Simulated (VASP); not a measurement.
Band structure of Mg (hcp). All values below come from TPSS meta-GGA, VASP's PBE PAW potentials (set 64) (plane waves; VASP).

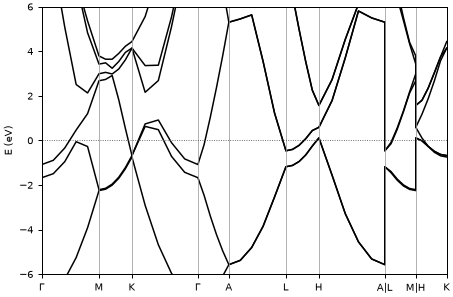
Figure. Bands along high-symmetry lines, zero at the valence-band maximum or, without a gap, the Fermi level

**Question.** Read the plot: is there a gap, and where are the band edges?

**Answer.** It has no gap at this level: it comes out as a metal or semimetal.

The compound is Mg in the hcp structure. It was relaxed first.
